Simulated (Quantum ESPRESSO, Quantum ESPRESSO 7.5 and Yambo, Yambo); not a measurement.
# Quasiparticle gap of CdS (Hawleyite) in Yambo

How does a plane-wave GW calculation on CdS (Hawleyite) run from the first input to the gap?

Calculated with Quantum ESPRESSO 7.5 and Yambo 5.3.0; PBE and many-body steps on it, plane waves.

**The experiments to reproduce.**

- Gap 2.42 eV: optical gap from inflexion point of photoacoustic spectrum, as-grown film; photoacoustic spectroscopy; film (as-grown chemical bath deposited film, about 0.25 um thick, deposited at 80 C) (“Study of the band--gap shift in CdS films: Influence of thermal annealing in different atmospheres”, 1995, arxiv:cond-mat/9501125).

## Step 1: Set-up

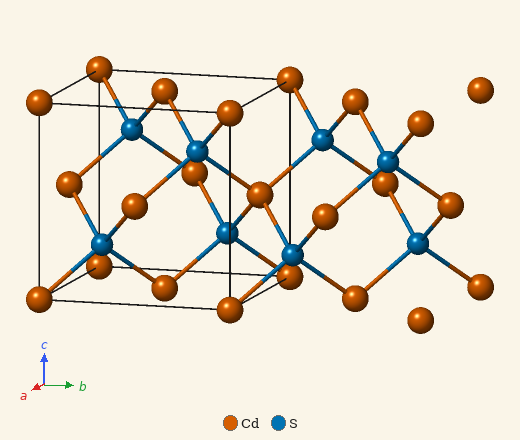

The starting structure, seen slightly off an axis (cadmium orange, sulfur blue). 1×2×1 cells are drawn. This picture shows the conventional cell, with its axes. Bonds to atoms that aren't drawn are left out. Some periodic images of atoms are drawn too.

The cell and positions come from the Crystallography Open Database and are kept as given unless a step says otherwise.

## Step 2: Ground state

This step: Quantum ESPRESSO 7.5; DFT, PBE, plane waves, norm-conserving pseudopotentials.

The ground-state density comes first.

pw.in reads:

```
&control
  calculation = 'scf'
  prefix = 'x'
  outdir = 'o'
  pseudo_dir = 'pseudo'
/
&system
  ibrav = 0
  nat = 2
  ntyp = 2
  ecutwfc = 94.0
  nbnd = 18
  force_symmorphic = .true.
/
&electrons
  conv_thr = 1e-10
  electron_maxstep = 80
  mixing_beta = 0.5
/
ATOMIC_SPECIES
  Cd 112.41 Cd.upf
  S 32.06 S.upf
CELL_PARAMETERS angstrom
  -0.0000000000 2.9165000000 2.9165000000
  2.9165000000 -0.0000000000 2.9165000000
  2.9165000000 2.9165000000 -0.0000000000
ATOMIC_POSITIONS crystal
  Cd 0.0000000000 0.0000000000 0.0000000000
  S 0.2500000000 0.2500000000 0.2500000000
K_POINTS automatic
  6 6 6 0 0 0
```

The run is started by

```console
$ OMP_NUM_THREADS=1 mpirun -n 4 pw.x -nk 4 -in pw.in > pw.out
```

What it wrote:

```text
Program PWSCF v.7.5 starts

     This program is part of the open-source Quantum ESPRESSO suite
     for quantum simulation of materials; please cite
         "P. Giannozzi et al., J. Phys.:Condens. Matter 21 395502 (2009);
         "P. Giannozzi et al., J. Phys.:Condens. Matter 29 465901 (2017);
         "P. Giannozzi et al., J. Chem. Phys. 152 154105 (2020);
     in publications or presentations arising from this work. More details at
     Message from routine setup:
     using ibrav=0 with symmetry is DISCOURAGED, use correct ibrav instead

     G-vector sticks info

     bravais-lattice index     =            0
     lattice parameter (alat)  =       7.7943  a.u.
     unit-cell volume          =     334.8209 (a.u.)^3
     number of atoms/cell      =            2
     number of atomic types    =            2
     number of electrons       =        26.00
     number of Kohn-Sham states=           18
     kinetic-energy cutoff     =      94.0000  Ry
     charge density cutoff     =     376.0000  Ry
     scf convergence threshold =      1.0E-10
     mixing beta               =       0.5000
     number of iterations used =            8  plain     mixing
     Exchange-correlation= PBE
                           (   1   4   3   4   0   0   0)

     celldm(1)=   7.794277  celldm(2)=   0.000000  celldm(3)=   0.000000
     celldm(4)=   0.000000  celldm(5)=   0.000000  celldm(6)=   0.000000

     crystal axes: (cart. coord. in units of alat)
               a(1) = (  -0.000000   0.707107   0.707107 )
               a(2) = (   0.707107  -0.000000   0.707107 )
               a(3) = (   0.707107   0.707107  -0.000000 )

     reciprocal axes: (cart. coord. in units 2 pi/alat)
               b(1) = ( -0.707107  0.707107  0.707107 )
               b(2) = (  0.707107 -0.707107  0.707107 )
               b(3) = (  0.707107  0.707107 -0.707107 )
     Pseudo is Norm-conserving + core correction, Zval = 20.0
     Generated using ONCVPSP code by D. R. Hamann
     Using radial grid of 1368 points,  6 beta functions with:
     Pseudo is Norm-conserving + core correction, Zval =  6.0
     Generated using ONCVPSP code by D. R. Hamann
     Using radial grid of 1146 points,  6 beta functions with:
     Cd               20.00   112.41000     Cd( 1.00)
     S                 6.00    32.06000     S ( 1.00)

     24 Sym. Ops. (no inversion) found

   Cartesian axes

     site n.     atom                  positions (alat units)
         1        Cd     tau(   1) = (   0.0000000   0.0000000   0.0000000  )
         2        S      tau(   2) = (   0.3535534   0.3535534   0.3535534  )

     number of k points=    16
                       cart. coord. in units 2pi/alat
        k(    1) = (   0.0000000   0.0000000   0.0000000), wk =   0.0092593
        k(    2) = (   0.1178511   0.1178511  -0.1178511), wk =   0.0740741
        k(    3) = (   0.2357023   0.2357023  -0.2357023), wk =   0.0740741
        k(    4) = (  -0.3535534  -0.3535534   0.3535534), wk =   0.0370370
        k(    5) = (   0.2357023   0.0000000  -0.0000000), wk =   0.0555556
        k(    6) = (   0.3535534   0.1178511  -0.1178511), wk =   0.2222222
        k(    7) = (  -0.2357023  -0.4714045   0.4714045), wk =   0.2222222
        k(    8) = (  -0.1178511  -0.3535534   0.3535534), wk =   0.2222222
        k(    9) = (   0.0000000  -0.2357023   0.2357023), wk =   0.1111111
        k(   10) = (   0.4714045   0.0000000  -0.0000000), wk =   0.0555556
     [... 4 further rows ...]
        k(   15) = (  -0.1178511  -0.3535534   0.5892557), wk =   0.2222222
        k(   16) = (  -0.7071068   0.2357023   0.0000000), wk =   0.1111111

     Dense  grid:    41151 G-vectors     FFT dimensions: (  50,  50,  50)

     Initial potential from superposition of free atoms

     starting charge      25.9997, renormalised to      26.0000
     Starting wfcs are   14 randomized atomic wfcs +    4 random wfcs

     per-process dynamical memory:    35.4 Mb

     Self-consistent Calculation

     iteration #  1     ecut=    94.00 Ry     beta= 0.50

     Threshold (ethr) on eigenvalues was too large:
     Diagonalizing with lowered threshold

     total energy              =    -372.79997454 Ry
     estimated scf accuracy    <       0.12501800 Ry

     iteration #  2     ecut=    94.00 Ry     beta= 0.50

     total energy              =    -372.83205511 Ry
     estimated scf accuracy    <       0.01169650 Ry

     iteration #  3     ecut=    94.00 Ry     beta= 0.50

     total energy              =    -372.83385169 Ry
     estimated scf accuracy    <       0.00115327 Ry

     iteration #  4     ecut=    94.00 Ry     beta= 0.50

     total energy              =    -372.83393484 Ry
     estimated scf accuracy    <       0.00004889 Ry

     iteration #  5     ecut=    94.00 Ry     beta= 0.50

     total energy              =    -372.83394347 Ry
     estimated scf accuracy    <       0.00000207 Ry

     iteration #  6     ecut=    94.00 Ry     beta= 0.50

     total energy              =    -372.83394403 Ry
     estimated scf accuracy    <       0.00000019 Ry

     iteration #  7     ecut=    94.00 Ry     beta= 0.50

     total energy              =    -372.83394409 Ry
     estimated scf accuracy    <       0.00000009 Ry

     iteration #  8     ecut=    94.00 Ry     beta= 0.50

     total energy              =    -372.83394412 Ry
     estimated scf accuracy    <          6.5E-09 Ry

     iteration #  9     ecut=    94.00 Ry     beta= 0.50

     total energy              =    -372.83394412 Ry
     estimated scf accuracy    <          3.0E-09 Ry

     iteration # 10     ecut=    94.00 Ry     beta= 0.50

     End of self-consistent calculation

          k = 0.0000 0.0000 0.0000 (  5065 PWs)   bands (ev):

   -94.3754 -55.4395 -55.4395 -55.4395  -5.3823  -0.7406  -0.7406  -0.7406
    -0.2616  -0.2616   6.9820   6.9820   6.9820   8.1268  13.5132  13.5132
    13.5132  18.3635

          k = 0.1179 0.1179-0.1179 (  5101 PWs)   bands (ev):

   -94.3755 -55.4396 -55.4395 -55.4395  -5.2758  -0.7029  -0.7029  -0.6409
    -0.2624  -0.2624   5.4756   6.7776   6.7776   9.2894  13.1739  13.8285
    13.8285  17.6039

          k = 0.2357 0.2357-0.2357 (  5135 PWs)   bands (ev):

   -94.3755 -55.4400 -55.4396 -55.4396  -5.0615  -0.6415  -0.6415  -0.2701
    -0.2449  -0.2449   3.5827   6.4053   6.4053   9.9595  13.6990  14.0554
    14.0554  17.9979

          k =-0.3536-0.3536 0.3536 (  5168 PWs)   bands (ev):

     [... further k-points ...]

     highest occupied, lowest unoccupied level (ev):     6.9820    8.1268

!    total energy              =    -372.83394412 Ry
     estimated scf accuracy    <          8.5E-11 Ry

     The total energy is the sum of the following terms:
     one-electron contribution =    -249.52342355 Ry
     hartree contribution      =     130.35024927 Ry
     xc contribution           =     -54.84831135 Ry
     ewald contribution        =    -198.81245849 Ry

     convergence has been achieved in  10 iterations

     XML data file, charge density, pseudopotentials, collected wavefunctions

=------------------------------------------------------------------------------=
   JOB DONE.
=------------------------------------------------------------------------------=
```

Wall time 9 s (4 MPI ranks of Arm Neoverse V1, shared host); peak memory 0.29 GiB; 36 s of CPU time.

This step gave:

- total energy: -5072.6642 eV
- gap: 1.145 eV
- k of the valence top: 0, 0, 0
- k of the conduction bottom: 0, 0, 0
- least direct gap: 1.145 eV

The gap is direct, at Γ.

## Step 3: Bands along the symmetry lines

The cheap functional maps the bands first; the places of the edges decide which points the dearer methods must see.

pw.in reads:

```
&control
  calculation = 'bands'
  prefix = 'x'
  outdir = 'o'
  pseudo_dir = 'pseudo'
/
&system
  ibrav = 0
  nat = 2
  ntyp = 2
  ecutwfc = 94.0
  nbnd = 19
  force_symmorphic = .true.
/
&electrons
  conv_thr = 1e-9
  electron_maxstep = 80
  diago_full_acc = .true.
  diago_thr_init = 5e-6
/
ATOMIC_SPECIES
  Cd 112.41 Cd.upf
  S 32.06 S.upf
CELL_PARAMETERS angstrom
  -0.0000000000 2.9165000000 2.9165000000
  2.9165000000 -0.0000000000 2.9165000000
  2.9165000000 2.9165000000 -0.0000000000
ATOMIC_POSITIONS crystal
  Cd 0.0000000000 0.0000000000 0.0000000000
  S 0.2500000000 0.2500000000 0.2500000000
K_POINTS crystal
  50
  0.00000000 0.00000000 0.00000000 1
  -0.06250000 -0.06250000 0.00000000 1
  -0.12500000 -0.12500000 0.00000000 1
  -0.18750000 -0.18750000 0.00000000 1
  -0.25000000 -0.25000000 0.00000000 1
  -0.31250000 -0.31250000 0.00000000 1
  -0.37500000 -0.37500000 0.00000000 1
  -0.43750000 -0.43750000 0.00000000 1
  -0.50000000 -0.50000000 0.00000000 1
  -0.48437500 -0.48437500 0.03125000 1
  -0.46875000 -0.46875000 0.06250000 1
  -0.45312500 -0.45312500 0.09375000 1
  -0.43750000 -0.43750000 0.12500000 1
  -0.42187500 -0.42187500 0.15625000 1
  -0.40625000 -0.40625000 0.18750000 1
  -0.39062500 -0.39062500 0.21875000 1
  -0.37500000 -0.37500000 0.25000000 1
  -0.37500000 0.00000000 0.37500000 1
  -0.32812500 0.00000000 0.32812500 1
  -0.28125000 0.00000000 0.28125000 1
  -0.23437500 0.00000000 0.23437500 1
  -0.18750000 0.00000000 0.18750000 1
  -0.14062500 0.00000000 0.14062500 1
  -0.09375000 0.00000000 0.09375000 1
  -0.04687500 0.00000000 0.04687500 1
  0.00000000 0.00000000 0.00000000 1
  0.00000000 0.00000000 0.06250000 1
  0.00000000 0.00000000 0.12500000 1
  0.00000000 0.00000000 0.18750000 1
  0.00000000 0.00000000 0.25000000 1
  0.00000000 0.00000000 0.31250000 1
  0.00000000 0.00000000 0.37500000 1
  0.00000000 0.00000000 0.43750000 1
  0.00000000 0.00000000 0.50000000 1
  -0.06250000 -0.03125000 0.46875000 1
  -0.12500000 -0.06250000 0.43750000 1
  -0.18750000 -0.09375000 0.40625000 1
  -0.25000000 -0.12500000 0.37500000 1
  -0.31250000 -0.15625000 0.34375000 1
  -0.37500000 -0.18750000 0.31250000 1
  -0.43750000 -0.21875000 0.28125000 1
  -0.50000000 -0.25000000 0.25000000 1
  -0.50000000 -0.28125000 0.21875000 1
  -0.50000000 -0.31250000 0.18750000 1
  -0.50000000 -0.34375000 0.15625000 1
  -0.50000000 -0.37500000 0.12500000 1
  -0.50000000 -0.40625000 0.09375000 1
  -0.50000000 -0.43750000 0.06250000 1
  -0.50000000 -0.46875000 0.03125000 1
  -0.50000000 -0.50000000 0.00000000 1
```

What it wrote:

```text
[banner, memory and clock lines left out]
Program PWSCF v.7.5 starts

     Atomic positions and unit cell read from directory:
     o/x.save/

     Message from routine setup:
     using ibrav=0 with symmetry is DISCOURAGED, use correct ibrav instead

     G-vector sticks info

     bravais-lattice index     =            0
     lattice parameter (alat)  =       7.7943  a.u.
     unit-cell volume          =     334.8209 (a.u.)^3
     number of atoms/cell      =            2
     number of atomic types    =            2
     number of electrons       =        26.00
     number of Kohn-Sham states=           19
     kinetic-energy cutoff     =      94.0000  Ry
     charge density cutoff     =     376.0000  Ry
     Exchange-correlation= PBE
                           (   1   4   3   4   0   0   0)

     celldm(1)=   7.794277  celldm(2)=   0.000000  celldm(3)=   0.000000
     celldm(4)=   0.000000  celldm(5)=   0.000000  celldm(6)=   0.000000

     crystal axes: (cart. coord. in units of alat)
               a(1) = (  -0.000000   0.707107   0.707107 )
               a(2) = (   0.707107  -0.000000   0.707107 )
               a(3) = (   0.707107   0.707107  -0.000000 )

     reciprocal axes: (cart. coord. in units 2 pi/alat)
               b(1) = ( -0.707107  0.707107  0.707107 )
               b(2) = (  0.707107 -0.707107  0.707107 )
               b(3) = (  0.707107  0.707107 -0.707107 )
     Pseudo is Norm-conserving + core correction, Zval = 20.0
     Generated using ONCVPSP code by D. R. Hamann
     Using radial grid of 1368 points,  6 beta functions with:
     Pseudo is Norm-conserving + core correction, Zval =  6.0
     Generated using ONCVPSP code by D. R. Hamann
     Using radial grid of 1146 points,  6 beta functions with:
     Cd               20.00   112.41000     Cd( 1.00)
     S                 6.00    32.06000     S ( 1.00)

     24 Sym. Ops. (no inversion) found

   Cartesian axes

     site n.     atom                  positions (alat units)
         1        Cd     tau(   1) = (   0.0000000   0.0000000   0.0000000  )
         2        S      tau(   2) = (   0.3535534   0.3535534   0.3535534  )

     number of k points=    50
                       cart. coord. in units 2pi/alat
        k(    1) = (   0.0000000   0.0000000   0.0000000), wk =   0.0400000
        k(    2) = (   0.0000000   0.0000000  -0.0883883), wk =   0.0400000
        k(    3) = (   0.0000000   0.0000000  -0.1767767), wk =   0.0400000
[...]
[... 38 further rows ...]
        k(   49) = (   0.0441942  -0.0000000  -0.7071068), wk =   0.0400000
        k(   50) = (   0.0000000   0.0000000  -0.7071068), wk =   0.0400000

     Dense  grid:    41151 G-vectors     FFT dimensions: (  50,  50,  50)

     The potential is recalculated from file :
     o/x.save/charge-density

     Starting wfcs are   14 randomized atomic wfcs +    5 random wfcs

     Band Structure Calculation

     End of band structure calculation

          k = 0.0000 0.0000 0.0000 (  5065 PWs)   bands (ev):

   -94.3756 -55.4396 -55.4396 -55.4396  -5.3823  -0.7407  -0.7407  -0.7407
    -0.2617  -0.2617   6.9821   6.9821   6.9821   8.1268  13.5132  13.5133
    13.5133  18.3635  18.3637

          k = 0.0000 0.0000-0.0884 (  5101 PWs)   bands (ev):

   -94.3756 -55.4397 -55.4396 -55.4396  -5.3608  -0.7303  -0.7294  -0.7294
[...]
13.6301  17.7952  18.3848

          k = 0.0000 0.0000-0.1768 (  5109 PWs)   bands (ev):

[...]
13.9615  16.8013  18.4471

          k =-0.0000 0.0000-0.2652 (  5117 PWs)   bands (ev):

[...]
k = 0.0000 0.0000-0.3536 (  5105 PWs)   bands (ev):

[...]
k = 0.0000-0.0000-0.4419 (  5149 PWs)   bands (ev):

[...]
k =-0.0000 0.0000-0.5303 (  5157 PWs)   bands (ev):

[...]
k = 0.0000-0.0000-0.6187 (  5161 PWs)   bands (ev):

[...]
k = 0.5303-0.0000-0.5303 (  5174 PWs)   bands (ev):

[...]
k = 0.0000 0.0000 0.0000 (  5065 PWs)   bands (ev):

[...]
k = 0.1326 0.0000-0.7071 (  5162 PWs)   bands (ev):

[...]
k = 0.0884-0.0000-0.7071 (  5158 PWs)   bands (ev):

[...]
k = 0.0442-0.0000-0.7071 (  5146 PWs)   bands (ev):

[...]
17.5480  17.7680  19.1993

          k = 0.0000 0.0000-0.7071 (  5138 PWs)   bands (ev):

   -94.3756 -55.4403 -55.4399 -55.4399  -4.8230  -0.5275  -0.3917  -0.3917
    -0.1747   0.1830   3.0356   5.1070   5.1070  10.5405  11.3369  16.1804
    17.7552  17.7552  19.0782

     XML data file, pseudopotentials, collected wavefunctions
```

Elapsed: 7.8 s, on 4 MPI ranks; peak memory 0.25 GiB.

This step gave:

```
gap                        : 1.145 eV
k of the valence top       : 0, 0, 0
k of the conduction bottom : 0, 0, 0
least direct gap           : 1.145 eV
```

The gap is 1.145 eV, as in the run before at this level.

Electronic bands along the path, in eV, zero at the top of the highest filled band:

```
    point  band 10  band 11  band 12  band 13  band 14  band 15  band 16  band 17
        Γ    -7.24     0.00     0.00     0.00     1.14     6.53     6.53     6.53
        X    -6.80    -3.95    -1.88    -1.88     3.56     4.35     9.20    10.77
        U    -6.67    -3.93    -2.53    -1.52     4.24     5.45     8.48     9.01
jump to K    -6.67    -3.93    -2.53    -1.52     4.24     5.45     8.48     9.01
        Γ    -7.24     0.00     0.00     0.00     1.14     6.53     6.53     6.53
        L    -6.86    -4.39    -0.75    -0.75     3.01     7.00     7.00     7.46
        W    -6.61    -3.89    -2.26    -2.18     5.42     5.43     7.23     8.04
        X    -6.80    -3.95    -1.88    -1.88     3.56     4.35     9.20    10.77
```

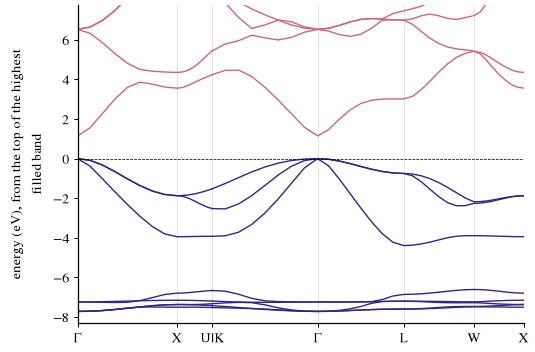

Electronic bands along the path; lines of filled and empty bands in two colours.

[end of part 1 of 3]

[Paths, hosts, dates, memory and timing lines, banners, echoed tables and standing remarks are left out of the program output.]

[Logs are printed without paths, hosts, clocks, repeated set-up lines and the standing remarks that a program may print on its own settings, such as how far it seeks lower states.]

[Runs of the session that timed out or met a known fault of the program may be left out.]

[Hosts, paths, dates, database ids (printed as entryN), source tags and the programs' standing remarks are cut or masked in the printed files.]
